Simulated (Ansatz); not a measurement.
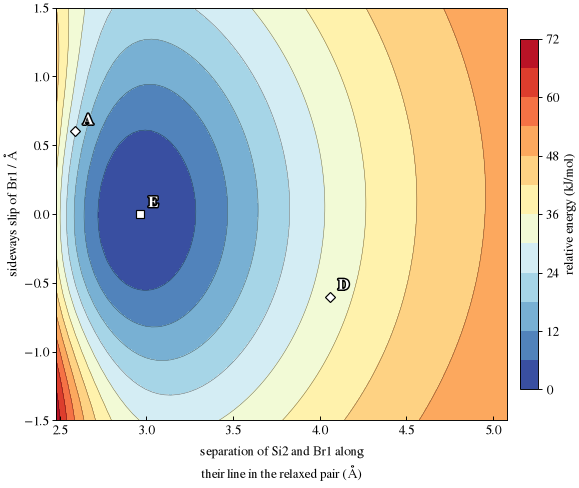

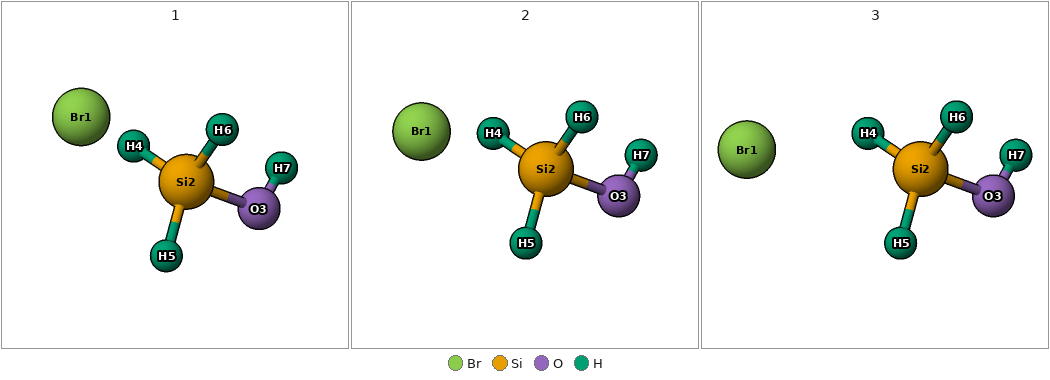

The pair Br···H₄OSi, charge −1. The first coordinate is: separation of Si2 and Br1 along their line in the relaxed pair; the second: sideways slip of Br1. Nothing is relaxed (both partners rigid). The scan uses an 11 × 11 grid. Points are written as (first, second). All energies are given in kJ/mol relative to the lowest grid point. Theory: RKS PBE0-D4/def2-SVPD (Ansatz).

In the figure: filled contours, lettered points. Between grid points the surface is interpolated. The numbered pictures are the structures at these points, in random order.

Which structure belongs to which point?

A is structure 1: (2.585 Å, 0.6 Å), 24.6 kJ/mol; D is structure 3: (4.059 Å, −0.6 Å), 32.9 kJ/mol; E is structure 2: (2.963 Å, 0.0 Å), 0.0 kJ/mol.
